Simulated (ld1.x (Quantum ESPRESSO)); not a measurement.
# A TM potential for fluorine, from input to tests

Task: generate the file, and judge it by its errors in other configurations, its logarithmic derivatives, its ghosts and its cutoff.

Method: ld1.x (Quantum ESPRESSO) 7.5, BP86, scalar-relativistic.

**1. Starting point**

The settings as typed:

```json
{"element": "fluorine (F, Z = 9)", "type": "norm-conserving Troullier–Martins (Kleinman–Bylander form)", "frozen core": "[He]", "valence charge": "7", "reference configuration": "2s2 2p3 (charge +2)", "partial waves": "2s (bound): rc 0.60 bohr; 2p (bound): rc 1.15 bohr; 3d channel at -0.15 Ry: rc 1.20 bohr", "local potential": "all-electron potential smoothed inside 0.50 bohr (lloc = -1)", "core correction": "a·sin(br)/r model core inside 0.30 bohr"}
```

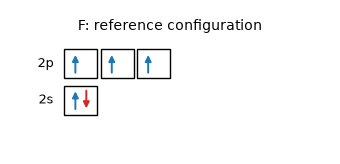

The outer shells as boxes. The arrows follow Hund's rule for the drawing; the calculation itself is spin-unpolarised.

The nodes and maxima of the atom's own shells, from an earlier all-electron run, set the scale for the radii.

All-electron outer shells of the reference configuration (BP86, scalar-relativistic, ld1.x):

```tsv
shell	level (eV)	outermost node (bohr)	outermost maximum (bohr)
2s	-68.10	0.24	0.73
2p	-49.09	–	0.66
3d	-7.65	–	3.41
4f	-3.54	–	7.32
```

**2. The generation run**

F.in reads:

```
 &input
   title='F', zed=9., rel=1, dft='BP', iswitch=3,
   config='[He] 2s2 2p3 3d-2',
   nld=3, rlderiv=1.30, eminld=-7.0, emaxld=5.0, deld=0.02
 /
 &inputp
   pseudotype=2, tm=.true., lloc=-1, rcloc=0.50,
   nlcc=.true., rcore=0.30,
   file_pseudopw='F.UPF', file_wfcaegen='ae.wfc', file_wfcncgen='nc.wfc', file_beta='beta', file_chi='chi'
 /
3
2S  1  0   2.00   0.00  0.60  0.60  0.0
2P  2  1   3.00   0.00  1.15  1.15  0.0
3D  3  2  -2.00  -0.15  1.20  1.20  0.0
 &test
   configts(1)='2s2 2p3'
 /
```

The run is started by

```
$ ld1.x < F.in > F.out
```

What the program wrote to F.out (without the banner and most projector matrices):

```text
     Program LD1 v.7.5
     --------------------------- All-electron run ----------------------------

     F
     scalar relativistic calculation

     atomic number is  9.00
     dft =BP   lsd =0 sic =0 latt =0  beta=0.20 tr2=1.0E-14
     Exchange-correlation= BP
                           (   1   1   1   1   0   0   0)
     mesh =1105 r(mesh) =  99.76081 a.u. xmin = -7.00 dx = 0.01250
     1 Ry =  13.60569312 eV, c = 137.03599908

     n l     nl                  e(Ry)          e(Ha)          e(eV)
     1 0     1S 1( 2.00)       -52.2480       -26.1240      -710.8697
     2 0     2S 1( 2.00)        -5.0054        -2.5027       -68.1013
     2 1     2P 1( 3.00)        -3.6080        -1.8040       -49.0889

     final scf error:  1.8E-15 reached in  19 iterations

     Etot =    -195.414745 Ry,     -97.707372 Ha,   -2658.753048 eV

     Ekin =     195.391708 Ry,      97.695854 Ha,    2658.439612 eV
     Encl =    -447.687297 Ry,    -223.843648 Ha,   -6091.095975 eV
     Eh   =      75.234507 Ry,      37.617254 Ha,    1023.617619 eV
     Exc  =     -18.353663 Ry,      -9.176831 Ha,    -249.714304 eV

     normalization and overlap integrals

     s(1S/1S) =  1.000000  <r> =   0.1761  <r2> =    0.0419  r(max) =   0.1139
     s(2S/2S) =  1.000000  <r> =   0.9175  <r2> =    1.0037  r(max) =   0.7336
     s(2P/2P) =  1.000000  <r> =   0.8947  <r2> =    1.0053  r(max) =   0.6556

     ------------------------ End of All-electron run ------------------------

     --------------------- Generating NC pseudopotential ---------------------

      Generating local potential from pseudized AE potential:
      Matching radius rcloc =   0.5000

      Local pseudo, rcloc= 0.498 Estimated cut-off energy=    92.91 Ry

      Computing core charge for nlcc:

       r > 0.30 : true rho core
       r < 0.30 : rho core = a sin(br)/r    a=  15.73  b=   8.49

      Integrated core pseudo-charge :   0.82

      Wfc   2S  rcut= 0.593  Using Troullier-Martins method

      Wfc   2P  rcut= 1.136  Using Troullier-Martins method

      Wfc   3D  rcut= 1.195  Using Troullier-Martins method

     ------------------- End of pseudopotential generation -------------------

     [... the all-electron block is printed once more ...]


     Computing logarithmic derivative in   1.29569
     Computing logarithmic derivative in   1.29569
     Computing the partial wave expansion
     R is outside the sphere for l=    0 j= 0.00
     R is outside the sphere for l=    1 j= 0.00
     R is outside the sphere for l=    2 j= 0.00

     ---------------------- Testing the pseudopotential ----------------------

     F
     scalar relativistic calculation

     atomic number is  9.00   valence charge is  7.00
     dft =BP   lsd =0 sic =0 latt =0  beta=0.20 tr2=1.0E-14
     mesh =1105 r(mesh) =  99.76081 xmin = -7.00 dx = 0.01250

     n l     nl             e AE (Ry)        e PS (Ry)    De AE-PS (Ry)
     1 0     2S   1( 2.00)       -5.00535       -5.00540        0.00005
     2 1     2P   1( 3.00)       -3.60797       -3.60799        0.00002

     eps = 2.6E-15  iter =  4

     Etot =    -195.414745 Ry,     -97.707372 Ha,   -2658.753048 eV
     Etotps =   -46.254856 Ry,     -23.127428 Ha,    -629.329381 eV

     Ekin =      28.789063 Ry,      14.394531 Ha,     391.695155 eV
     Encl =     -93.625975 Ry,     -46.812987 Ha,   -1273.846280 eV
     Ehrt =      25.015099 Ry,      12.507550 Ha,     340.347763 eV
     Ecxc =      -9.347694 Ry,      -4.673847 Ha,    -127.181855 eV
     (Ecc =      -2.308424 Ry,      -1.154212 Ha,     -31.407710 eV)
     Epseu=       2.914650 Ry,       1.457325 Ha,      39.655835 eV

     ---------------------- End of pseudopotential test ----------------------
```

It took 0.66 s on 1 thread, shared host. (Generation and the later configuration tests together.)

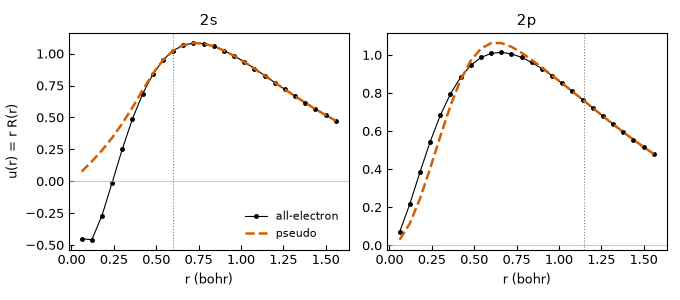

All-electron and pseudo partial waves (2s, 2p), with the matching radii dotted. The curves join 26 sampled radii.

**3. Configuration tests**

F.test.in reads:

```
 &input
   title='F', zed=9., rel=1, dft='BP', iswitch=2,
   config='[He] 2s2 2p3 3d-2'
 /
 &test
   file_pseudo='F.UPF', nconf=8,
   configts(1)='2s2 2p3',
   configts(2)='2s2 2p5',
   configts(3)='2s2 2p4',
   configts(4)='2s2 2p2',
   configts(5)='2s2 2p5.3',
   configts(6)='2s1 2p5',
   configts(7)='2s1 2p6',
   configts(8)='2s2 2p4.5'
 /
```

The run is started by

```
$ ld1.x < F.test.in > F.test.out
```

F.test.out, the pseudopotential blocks:

```text
     ---------------------- Testing the pseudopotential ----------------------

     F
     scalar relativistic calculation

     atomic number is  9.00   valence charge is  7.00
     dft =BP   lsd =0 sic =0 latt =0  beta=0.20 tr2=1.0E-14
     mesh =1105 r(mesh) =  99.76081 xmin = -7.00 dx = 0.01250

     n l     nl             e AE (Ry)        e PS (Ry)    De AE-PS (Ry)
     1 0     2S   1( 2.00)       -5.00535       -5.00540        0.00005
     2 1     2P   1( 3.00)       -3.60797       -3.60799        0.00002

     eps = 4.8E-16  iter =  4

     Etot =    -195.414745 Ry,     -97.707372 Ha,   -2658.753048 eV
     Etotps =   -46.254856 Ry,     -23.127428 Ha,    -629.329381 eV

     Ekin =      28.789063 Ry,      14.394531 Ha,     391.695156 eV
     Encl =     -93.625975 Ry,     -46.812987 Ha,   -1273.846282 eV
     Ehrt =      25.015099 Ry,      12.507550 Ha,     340.347764 eV
     Ecxc =      -9.347694 Ry,      -4.673847 Ha,    -127.181855 eV
     (Ecc =      -2.308424 Ry,      -1.154212 Ha,     -31.407710 eV)
     Epseu=       2.914650 Ry,       1.457325 Ha,      39.655835 eV

     ---------------------- End of pseudopotential test ----------------------

     ---------------------- Testing the pseudopotential ----------------------

     F
     scalar relativistic calculation

     atomic number is  9.00   valence charge is  7.00
     dft =BP   lsd =0 sic =0 latt =0  beta=0.20 tr2=1.0E-14
     mesh =1105 r(mesh) =  99.76081 xmin = -7.00 dx = 0.01250

     n l     nl             e AE (Ry)        e PS (Ry)    De AE-PS (Ry)
     1 0     2S   1( 2.00)       -2.20416       -2.19993       -0.00422
     2 1     2P   1( 5.00)       -0.82352       -0.82467        0.00115

     eps = 7.8E-15  iter = 18

     Etot =    -199.674043 Ry,     -99.837021 Ha,   -2716.703749 eV
     Etotps =   -50.518644 Ry,     -25.259322 Ha,    -687.341172 eV
     dEtot_ae =      -4.259298 Ry
     dEtot_ps =      -4.263788 Ry,   Delta E=       0.004490 Ry

     Ekin =      34.929762 Ry,      17.464881 Ha,     475.243628 eV
     Encl =    -117.713366 Ry,     -58.856683 Ha,   -1601.571928 eV
     Ehrt =      42.289466 Ry,      21.144733 Ha,     575.377494 eV
     Ecxc =     -11.663696 Ry,      -5.831848 Ha,    -158.692667 eV
     (Ecc =      -2.308424 Ry,      -1.154212 Ha,     -31.407710 eV)
     Epseu=       1.639189 Ry,       0.819594 Ha,      22.302300 eV

     ---------------------- End of pseudopotential test ----------------------

     ---------------------- Testing the pseudopotential ----------------------

     F
     scalar relativistic calculation

     atomic number is  9.00   valence charge is  7.00
     dft =BP   lsd =0 sic =0 latt =0  beta=0.20 tr2=1.0E-14
     mesh =1105 r(mesh) =  99.76081 xmin = -7.00 dx = 0.01250

     n l     nl             e AE (Ry)        e PS (Ry)    De AE-PS (Ry)
     1 0     2S   1( 2.00)       -3.48997       -3.48859       -0.00138
     2 1     2P   1( 4.00)       -2.08703       -2.08991        0.00288

     eps = 3.6E-15  iter =  7

     Etot =    -198.242320 Ry,     -99.121160 Ha,   -2697.224170 eV
     Etotps =   -49.084661 Ry,     -24.542330 Ha,    -667.830831 eV
     dEtot_ae =      -2.827575 Ry
     dEtot_ps =      -2.829804 Ry,   Delta E=       0.002229 Ry

     Ekin =      32.677104 Ry,      16.338552 Ha,     444.594654 eV
     Encl =    -107.006535 Ry,     -53.503268 Ha,   -1455.898082 eV
     Ehrt =      33.725262 Ry,      16.862631 Ha,     458.855571 eV
     Ecxc =     -10.622942 Ry,      -5.311471 Ha,    -144.532484 eV
     (Ecc =      -2.308424 Ry,      -1.154212 Ha,     -31.407710 eV)
     Epseu=       2.142449 Ry,       1.071225 Ha,      29.149510 eV

     ---------------------- End of pseudopotential test ----------------------

     ---------------------- Testing the pseudopotential ----------------------

     F
     scalar relativistic calculation

     atomic number is  9.00   valence charge is  7.00
     dft =BP   lsd =0 sic =0 latt =0  beta=0.20 tr2=1.0E-14
     mesh =1105 r(mesh) =  99.76081 xmin = -7.00 dx = 0.01250

     n l     nl             e AE (Ry)        e PS (Ry)    De AE-PS (Ry)
     1 0     2S   1( 2.00)       -6.71300       -6.70883       -0.00417
     2 1     2P   1( 2.00)       -5.35379       -5.33907       -0.01472  !

     eps = 9.8E-16  iter =  7

     Etot =    -190.951758 Ry,     -95.475879 Ha,   -2598.031026 eV
     Etotps =   -41.797675 Ry,     -20.898837 Ha,    -568.686336 eV
     dEtot_ae =       4.462986 Ry
     dEtot_ps =       4.457182 Ry,   Delta E=       0.005805 Ry

     Ekin =      23.165226 Ry,      11.582613 Ha,     315.178958 eV
     Encl =     -77.887503 Ry,     -38.943751 Ha,   -1059.713460 eV
     Ehrt =      16.872843 Ry,       8.436422 Ha,     229.566729 eV
     Ecxc =      -7.906919 Ry,      -3.953459 Ha,    -107.579111 eV
     (Ecc =      -2.308424 Ry,      -1.154212 Ha,     -31.407710 eV)
     Epseu=       3.958677 Ry,       1.979339 Ha,      53.860549 eV

     ---------------------- End of pseudopotential test ----------------------

     ---------------------- Testing the pseudopotential ----------------------

     F
     scalar relativistic calculation

     atomic number is  9.00   valence charge is  7.00
     dft =BP   lsd =0 sic =0 latt =0  beta=0.20 tr2=1.0E-14
     mesh =1105 r(mesh) =  99.76081 xmin = -7.00 dx = 0.01250

     n l     nl             e AE (Ry)        e PS (Ry)    De AE-PS (Ry)
     1 0     2S   1( 2.00)       -1.87381       -1.86887       -0.00494
     2 1     2P   1( 5.30)       -0.50383       -0.50430        0.00047

     eps = 1.7E-15  iter =  9

     Etot =    -199.872351 Ry,     -99.936176 Ha,   -2719.401872 eV
     Etotps =   -50.717213 Ry,     -25.358607 Ha,    -690.042842 eV
     dEtot_ae =      -4.457606 Ry
     dEtot_ps =      -4.462357 Ry,   Delta E=       0.004751 Ry

     Ekin =      35.305382 Ry,      17.652691 Ha,     480.354194 eV
     Encl =    -120.326186 Ry,     -60.163093 Ha,   -1637.121158 eV
     Ehrt =      44.678126 Ry,      22.339063 Ha,     607.876873 eV
     Ecxc =     -11.916323 Ry,      -5.958161 Ha,    -162.129828 eV
     (Ecc =      -2.308424 Ry,      -1.154212 Ha,     -31.407710 eV)
     Epseu=       1.541787 Ry,       0.770893 Ha,      20.977076 eV

     ---------------------- End of pseudopotential test ----------------------

     ---------------------- Testing the pseudopotential ----------------------

     F
     scalar relativistic calculation

     atomic number is  9.00   valence charge is  7.00
     dft =BP   lsd =0 sic =0 latt =0  beta=0.20 tr2=1.0E-14
     mesh =1105 r(mesh) =  99.76081 xmin = -7.00 dx = 0.01250

     n l     nl             e AE (Ry)        e PS (Ry)    De AE-PS (Ry)
     1 0     2S   1( 1.00)       -3.50305       -3.50097       -0.00207
     2 1     2P   1( 5.00)       -2.09704       -2.10179        0.00475

     eps = 7.9E-15  iter =  7

     Etot =    -196.837846 Ry,     -98.418923 Ha,   -2678.115326 eV
     Etotps =   -47.685734 Ry,     -23.842867 Ha,    -648.797469 eV
     dEtot_ae =      -1.423101 Ry
     dEtot_ps =      -1.430878 Ry,   Delta E=       0.007777 Ry

     Ekin =      37.258616 Ry,      18.629308 Ha,     506.929292 eV
     Encl =    -107.414730 Ry,     -53.707365 Ha,   -1461.451859 eV
     Ehrt =      33.644687 Ry,      16.822344 Ha,     457.759289 eV
     Ecxc =     -10.611088 Ry,      -5.305544 Ha,    -144.371206 eV
     (Ecc =      -2.308424 Ry,      -1.154212 Ha,     -31.407710 eV)
     Epseu=      -0.563219 Ry,      -0.281609 Ha,      -7.662984 eV

     ---------------------- End of pseudopotential test ----------------------

     ---------------------- Testing the pseudopotential ----------------------

     F
     scalar relativistic calculation

     atomic number is  9.00   valence charge is  7.00
     dft =BP   lsd =0 sic =0 latt =0  beta=0.20 tr2=1.0E-14
     mesh =1105 r(mesh) =  99.76081 xmin = -7.00 dx = 0.01250

     n l     nl             e AE (Ry)        e PS (Ry)    De AE-PS (Ry)
     1 0     2S   1( 1.00)       -2.23995       -2.23383       -0.00612  !
     2 1     2P   1( 6.00)       -0.85581       -0.85706        0.00125

     eps = 9.9E-15  iter = 13

     Etot =    -198.291650 Ry,     -99.145825 Ha,   -2697.895335 eV
     Etotps =   -49.142616 Ry,     -24.571308 Ha,    -668.619348 eV
     dEtot_ae =      -2.876905 Ry
     dEtot_ps =      -2.887759 Ry,   Delta E=       0.010854 Ry

     Ekin =      39.086591 Ry,      19.543295 Ha,     531.800157 eV
     Encl =    -117.822358 Ry,     -58.911179 Ha,   -1603.054840 eV
     Ehrt =      42.043660 Ry,      21.021830 Ha,     572.033136 eV
     Ecxc =     -11.622523 Ry,      -5.811261 Ha,    -158.132479 eV
     (Ecc =      -2.308424 Ry,      -1.154212 Ha,     -31.407710 eV)
     Epseu=      -0.827986 Ry,      -0.413993 Ha,     -11.265323 eV

     ---------------------- End of pseudopotential test ----------------------

     ---------------------- Testing the pseudopotential ----------------------

     F
     scalar relativistic calculation

     atomic number is  9.00   valence charge is  7.00
     dft =BP   lsd =0 sic =0 latt =0  beta=0.20 tr2=1.0E-14
     mesh =1105 r(mesh) =  99.76081 xmin = -7.00 dx = 0.01250

     n l     nl             e AE (Ry)        e PS (Ry)    De AE-PS (Ry)
     1 0     2S   1( 2.00)       -2.81487       -2.81206       -0.00282
     2 1     2P   1( 4.50)       -1.42009       -1.42234        0.00224

     eps = 5.3E-16  iter =  9

     Etot =    -199.116287 Ry,     -99.558143 Ha,   -2709.115091 eV
     Etotps =   -49.959992 Ry,     -24.979996 Ha,    -679.740317 eV
     dEtot_ae =      -3.701542 Ry
     dEtot_ps =      -3.705135 Ry,   Delta E=       0.003594 Ry

     Ekin =      34.000251 Ry,      17.000125 Ha,     462.596981 eV
     Encl =    -112.720673 Ry,     -56.360337 Ha,   -1533.642892 eV
     Ehrt =      38.081064 Ry,      19.040532 Ha,     518.119267 eV
     Ecxc =     -11.177682 Ry,      -5.588841 Ha,    -152.080112 eV
     (Ecc =      -2.308424 Ry,      -1.154212 Ha,     -31.407710 eV)
     Epseu=       1.857049 Ry,       0.928525 Ha,      25.266439 eV

     ---------------------- End of pseudopotential test ----------------------
```

Energies count from the reference configuration 2s2 2p3; the error is all-electron less pseudo.

| valence configuration | charge | ΔE all-electron (eV) | error AE − PS (meV) |
| --- | --- | --- | --- |
| 2s2 2p5 | 0 | -57.951 | +61 |
| 2s2 2p4 | +1 | -38.471 | +30 |
| 2s2 2p2 | +3 | 60.722 | +79 |
| 2s2 2p5.3 | -0.3 | -60.649 | +65 |
| 2s1 2p5 | +1 | -19.362 | +106 |
| 2s1 2p6 | 0 | -39.142 | +148 |
| 2s2 2p4.5 | +0.5 | -50.362 | +49 |

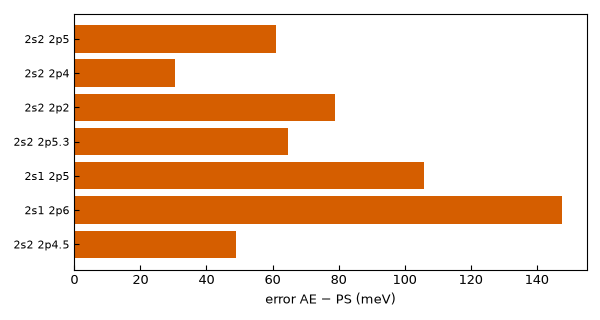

Error of the potential in each test configuration.

**4. Scattering by logarithmic derivatives**

Taken from the files of the generation run. The phase is arctan(r·u′/u) with u = r·R, unwrapped, with energies in Ry. A pole is an energy at which the radial function vanishes at the test radius. The pseudo phase is shifted by a multiple of π to meet the all-electron one at the reference energy. Levels narrower than the energy grid can be missing from the poles. The last column is the largest difference on the grid between −1 and +1 Ry.

| channel | radius (bohr) | reference (Ry) | poles AE | poles PS | window around the reference with phases within 0.05 rad (Ry) | largest difference near zero (rad) |
| --- | --- | --- | --- | --- | --- | --- |
| s | 1.30 | -5.01 | -2.71 | -2.72 | below 4.9 | 0.005 |
| p | 1.30 | -3.61 | -1.78 | -1.77 | below 4.0 | 0.007 |
| d | 1.30 | -0.15 | none | none | the whole range | 0.000 |

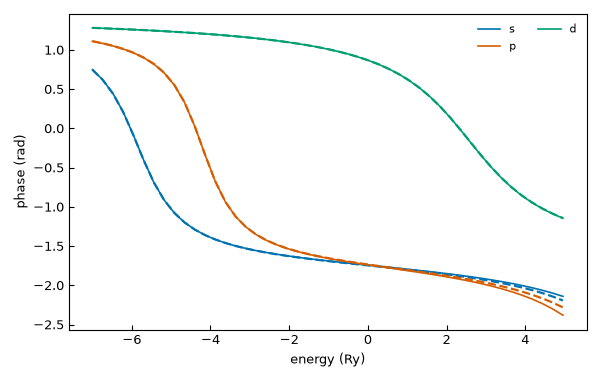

Phases by channel: all-electron solid, pseudo dashed.

**5. Cutoff and ghost test in a Bessel basis**

A separate test, outside the generator: the pseudo-atom's Hamiltonian at the reference potential is diagonalised in spherical Bessel functions j_l(qr) that vanish at 20 bohr, with q² up to the cutoff.

All-electron valence levels (Ry): 2s -5.0053, 2p -3.6080. The lowest levels of each channel (Ry) by cutoff; the last column sums, over occupied levels, occupation times the distance from the level at 400 Ry. A positive value at high cutoff is not a bound level.

```
cutoff (Ry)     s #1     p #1     d #1     f #1  Σ f·Δε (mRy)
          8  -4.6123  -1.8428  -0.5535  -0.2699        6081.4
         18  -4.7600  -2.4701  -0.5623  -0.2700        3903.9
         35  -4.8236  -3.1150  -0.5645  -0.2700        1841.8
         55  -4.9335  -3.4574  -0.5650  -0.2700         595.2
         80  -4.9851  -3.5909  -0.5651  -0.2700          91.3
        120  -4.9982  -3.6074  -0.5651  -0.2700          15.5
        180  -5.0007  -3.6078  -0.5651  -0.2700           9.3
        200  -5.0023  -3.6079  -0.5651  -0.2700           5.7
        260  -5.0047  -3.6080  -0.5651  -0.2700           0.9
        350  -5.0050  -3.6080  -0.5651  -0.2700           0.2
        400  -5.0051  -3.6080  -0.5651  -0.2700           0.0
```

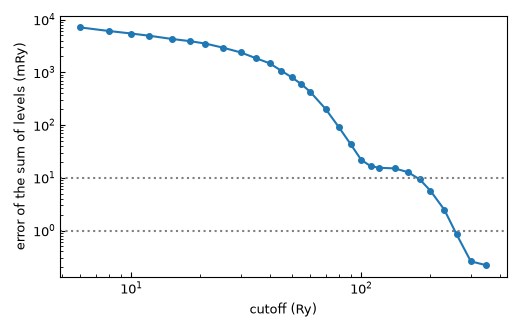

Occupation-weighted error of the valence levels against the cutoff; the dotted lines mark 10 and 1 mRy.

The sum stays within 10 mRy from 180 Ry and within 1 mRy from 260 Ry. The sum leaves out empty levels, which can need more. Ghost test: no level below the all-electron spectrum of its channel (s, p, d, f tested).

**6. Results**

| quantity | value |
| --- | --- |
| cutoffs for 10 and 1 mRy, occupied levels | 180 Ry and 260 Ry |
| bound ghosts | none found |
| largest test error (AE − PS) | +148 meV, for 2s1 2p6 |
| largest phase difference near zero energy, channels read | 0.007 rad |

**Reading.** By total energies transferability is poor: the largest error is 148 meV on 39.1 eV, for 2s1 2p6. It counts as very hard, with 180 Ry needed at the looser tolerance. The slowest occupied level is 2s: taken alone it needs 260 Ry to come within 1 mRy, against 110 Ry for 2p. It is free of bound ghosts as far as tested. Near zero energy the phases of the channels with partial waves agree within 0.007 rad.
